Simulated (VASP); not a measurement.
Band structure of KMgF$_{3}$ (cubic perovskite). These are HSE06 screened hybrid, VASP's PBE PAW potentials (set 64) (plane waves; VASP) values and carry that method's errors.

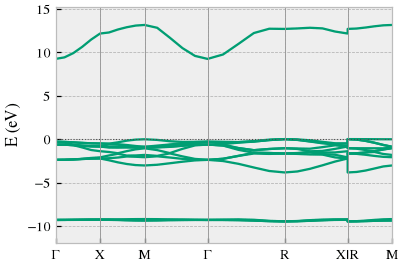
Figure. Bands along high-symmetry lines, zero at the valence-band maximum or, without a gap, the Fermi level

**Question.** Read the plot: is there a gap, and where are the band edges?

**Answer.** The gap is indirect, 9.24 eV, from the valence maximum at R to the conduction minimum at Γ.

Measured: gap 12.40 eV (computed value off by -3.16 eV), as given by M. Sahnoun et al., Materials Chemistry and Physics (2004), doi:10.1016/j.matchemphys.2004.11.019.

The compound is KMgF3 in the cubic perovskite structure. It was relaxed first. The cell's shape comes from a PBE relaxation.
